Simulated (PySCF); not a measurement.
**SH₂⁺: relaxation and vibrations of the doublet**

Where does doublet SH₂⁺ go from a bent start, is the end point a minimum, and what are its modes, charges and moments?

Program: PySCF 2.14.0. Level of theory: PBE0, basis S def2-TZVP, H def2-TZVP, no relativity, density fitting. These are calculated values, not measurements.

## 1. Where the work starts

3 atoms, charge 1, spin multiplicity 2.

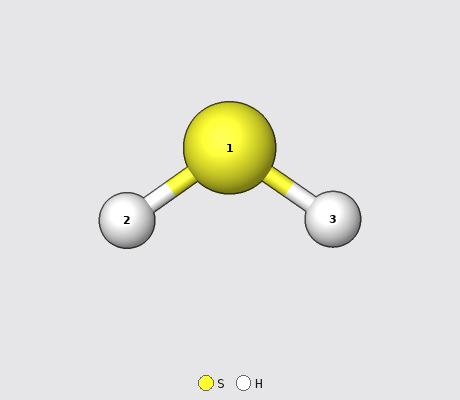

The starting geometry (sulfur yellow, hydrogen white); atoms are numbered from 1 in the order of the file.

Coordinates in bohr (charge 1 multiplicity 2):
```
S     0.0000    0.0000    0.0000
H     2.0479    0.0000    1.4339
H    -2.0479    0.0000    1.4339
```

## 2. The SCF at the typed geometry

One driver script runs all steps and calls PySCF; scf.py shows how it sets up the SCF of each step. The optimiser is the driver's own. After this first run the driver tries any further starts and a stability analysis.

Input file scf.py:

```python
from pyscf import gto, scf, dft
mol = gto.M(atom='''
S      0.000000     0.000000     0.000000
H      1.083700     0.000000     0.758800
H     -1.083700     0.000000     0.758800''',
    basis={'S': 'def2-TZVP', 'H': 'def2-TZVP'},
    charge=1, spin=1)
mf = dft.UKS(mol, xc='PBE0')
mf.grids.atom_grid = (50, 194)
aux = {'S': 'def2-universal-JKFIT', 'H': 'def2-universal-JKFIT'}
mf = mf.density_fit(auxbasis=aux)
mf.conv_tol = 1e-08
mf.diis_space = 10
mf.max_cycle = 60
mf.init_guess = 'minao'
mf.verbose = 4
mf.kernel()
```

Command:

```
> OMP_NUM_THREADS=2 python axn.py task.json out
```

Output:

```text
init E= -399.183033519092
[... the frontier-level lines of each cycle are left out ...]
cycle= 1 E= -398.848366326893  delta_E= 0.335  |g|= 0.185  |ddm|= 0.827
cycle= 2 E= -398.86854953063  delta_E= -0.0202  |g|= 0.112  |ddm|= 0.337
cycle= 3 E= -398.873018854874  delta_E= -0.00447  |g|= 0.0116  |ddm|= 0.104
cycle= 4 E= -398.87309836017  delta_E= -7.95e-05  |g|= 0.00343  |ddm|= 0.0121
cycle= 5 E= -398.873107291736  delta_E= -8.93e-06  |g|= 0.00134  |ddm|= 0.00384
cycle= 6 E= -398.873108490253  delta_E= -1.2e-06  |g|= 0.000254  |ddm|= 0.00132
cycle= 7 E= -398.873108570109  delta_E= -7.99e-08  |g|= 5.88e-05  |ddm|= 0.000386
cycle= 8 E= -398.873108576253  delta_E= -6.14e-09  |g|= 1.59e-05  |ddm|= 0.000122
Extra cycle  E= -398.873108576592  delta_E= -3.39e-10  |g|= 9.41e-06  |ddm|= 2.8e-05
converged SCF energy = -398.873108576592  <S^2> = 0.75624412  2S+1 = 2.0062344
```

This step, with its further starts and checks, took 1.3 s on 2 threads of Arm Neoverse V1, shared host.

The test of internal stability found no lower solution of this spin.

## 3. Bent start, doublet: relaxation

The program finds C2v symmetry in the start, which this walk keeps. The walk stops when the largest gradient is under 0.0003 Eh/bohr and the energy has settled too.

scf.py, as its differences from that of step 2:

```diff
@@ -3,3 +3,3 @@
-S      0.000000     0.000000     0.000000
-H      1.083700     0.000000     0.758800
-H     -1.083700     0.000000     0.758800''',
+S      0.000000     0.000000    -0.045001
+H      1.083700     0.000000     0.713799
+H     -1.083700     0.000000     0.713799''',
@@ -15 +14,0 @@
-mf.init_guess = 'minao'
```

The optimiser's trace:

```csv
step,energy (Eh),change (kJ/mol),largest symmetric gradient (Eh/bohr)
0,-398.873109,0.00,0.05558
1,-398.881796,-22.81,0.00424
2,-398.881902,-23.09,0.00165
3,-398.881916,-23.12,0.00011
4,-398.881916,-23.12,0.00001
```

The walk took 1.9 s.

Positions (Å) and forces (eV/Å) along the way:

```
step 0
S    0.000   0.000  -0.045   0.000   0.000  -2.858
H    1.084   0.000   0.714   0.299   0.000   1.429
H   -1.084   0.000   0.714  -0.299   0.000   1.429
step 1
S    0.000   0.000  -0.162   0.000   0.000   0.201
H    1.005   0.000   0.772  -0.218   0.000  -0.100
H   -1.005   0.000   0.772   0.218   0.000  -0.100
step 2
S    0.000   0.000  -0.165   0.000   0.000   0.085
H    0.993   0.000   0.774  -0.077   0.000  -0.043
H   -0.993   0.000   0.774   0.077   0.000  -0.043
step 3
S    0.000   0.000  -0.165   0.000   0.000  -0.006
H    0.988   0.000   0.774   0.002   0.000   0.003
H   -0.988   0.000   0.774  -0.002   0.000   0.003
step 4
S    0.000   0.000  -0.165   0.000   0.000   0.000
H    0.988   0.000   0.774   0.000   0.000   0.000
H   -0.988   0.000   0.774   0.000   0.000   0.000
```

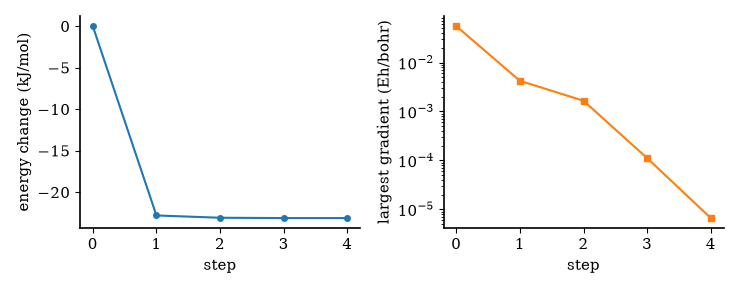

Energy and largest gradient along the walk.

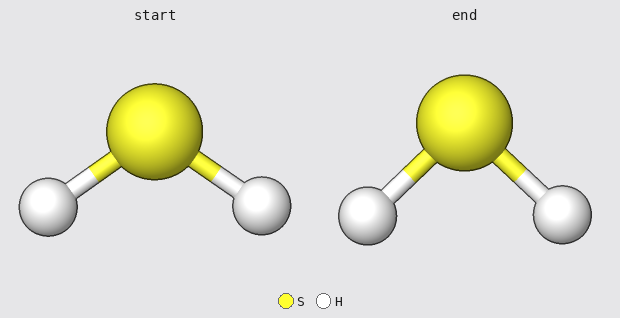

The geometry along the walk, at one scale.

It settles in C2v symmetry, 23.1 kJ/mol below the start, after 4 steps: S–H 1.363 Å (×2); H–S–H 92.9°.

## 4. Is it a minimum? Harmonic modes

The point is checked on the finer grid, and tightened if its gradient asks for it. The Hessian and the dipole derivatives come from central differences of analytic gradients, with steps of 0.02 bohr.

scf.py, as its differences from that of step 3:

```diff
@@ -3,3 +3,3 @@
-S      0.000000     0.000000    -0.045001
-H      1.083700     0.000000     0.713799
-H     -1.083700     0.000000     0.713799''',
+S      0.000000     0.000000    -0.055668
+H      0.988118     0.000000     0.883008
+H     -0.988118     0.000000     0.883008''',
@@ -9 +9 @@
-mf.grids.atom_grid = (50, 194)
+mf.grids.atom_grid = (75, 302)
@@ -12 +12 @@
-mf.conv_tol = 1e-08
+mf.conv_tol = 1e-10
```

This SCF starts from the last density.

SCF at the final geometry:

```text
init E= -398.881925473149
[... the frontier-level lines of each cycle are left out ...]
cycle= 1 E= -398.88192547315  delta_E= -9.09e-13  |g|= 2.31e-06  |ddm|= 4.46e-06
Extra cycle  E= -398.881925473151  delta_E= -1.59e-12  |g|= 1.75e-06  |ddm|= 3.32e-06
converged SCF energy = -398.881925473151  <S^2> = 0.75629808  2S+1 = 2.0062882
```

The whole step took 6.9 s.

Geometry: C2v; S–H 1.363 Å (×2); H–S–H 92.9°.

Modes, for the most abundant isotopes:

| symmetry | ω (cm⁻¹) | IR (km/mol) | type |
| --- | --- | --- | --- |
| a1 | 1181 | 2.9 | bend |
| a1 | 2595 | 69.3 | stretch |
| b2 | 2599 | 96.3 | stretch |

Every mode is real; the point is a minimum.

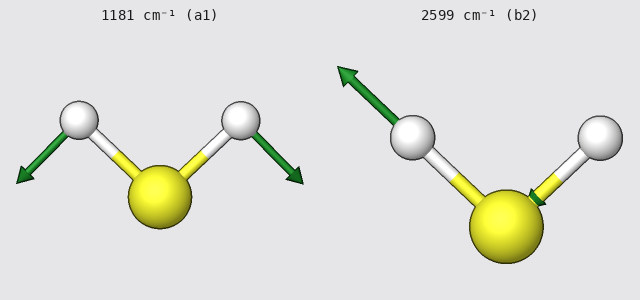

Displacements of 2 of the modes, as arrows (one member where a mode is degenerate).

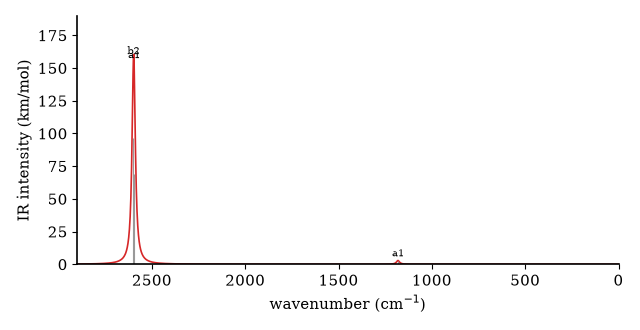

The harmonic infrared spectrum (widths in cm⁻¹). Lines are broadened to a width of 20 cm⁻¹ (Lorentzian).

Properties at this point:

```
Dipole moment about the centre of mass                          : 1.71 D
Highest occupied level                                          : -18.19 eV
Lowest empty level                                              : -13.06 eV
Rotational constants                                            : 10.09, 8.566, 4.633 cm⁻¹
Zero-point energy                                               : 38.1 kJ/mol
Principal polarisabilities                                      : 10.9, 15.1, 16.3 bohr³
Principal traceless quadrupole moments about the centre of mass : -1.97, 0.10, 1.87 D Å
Entropy at 298.15 K and 1 bar (electronic part: spin only)      : 211.9 J/(mol K)
Heat capacity Cp at 298.15 K                                    : 34.2 J/(mol K)
Enthalpy at 298.15 K above 0 K                                  : 9.96 kJ/mol
Rotational symmetry number                                      : 2
Spin squared ⟨S²⟩                                               : 0.756
```

Charges (e) and bond orders:

| atom | Mulliken | Löwdin | polar tensor | spin (Mulliken) | Mayer order to S1 |
| --- | --- | --- | --- | --- | --- |
| S1 | 0.40 | 0.76 | 0.55 | 1.05 | – |
| H2,3 | 0.30 | 0.12 | 0.23 | -0.03 | 0.90 |

Outer orbital energies (eV). α occupied: -228.67, -172.71, -172.39, -172.30, -30.70, -21.36, -19.50, -18.19; empty: -7.49, -6.64, -2.08, -1.22. β occupied: -2433.31, -228.49, -172.27, -172.19, -172.09, -29.43, -21.11, -19.05; empty: -13.06, -7.34, -6.12, -1.13.

Mulliken populations on S1: s 5.89, p 9.60, d 0.10, f 0.00.

## 5. Summary of results

| quantity | value |
| --- | --- |
| minimum | doublet, C2v |
| geometry | S–H 1.363 Å (×2); H–S–H 92.9° |
| wavenumbers (cm⁻¹) | 1181 (a1), 2595 (a1), 2599 (b2) |
| dipole moment (centre of mass) | 1.71 D |
| highest occupied, lowest empty level (either spin) | -18.19, -13.06 eV |
| polar-tensor charge of S1 | +0.55 e |
| zero-point energy | 38.1 kJ/mol |
| entropy at 298.15 K | 211.9 J/(mol K) |
| ⟨S²⟩ | 0.756 |

In words: The molecule stays C2v, as typed, and the end point is a minimum. The strongest infrared band lies at 2599 cm⁻¹ (b2, stretch). Most of the spin sits on S1 (Mulliken spin 1.05, against 1 for the whole molecule). Only this shape and spin were tried, so other structures or states may lie lower.

The search up to here took 10 s.
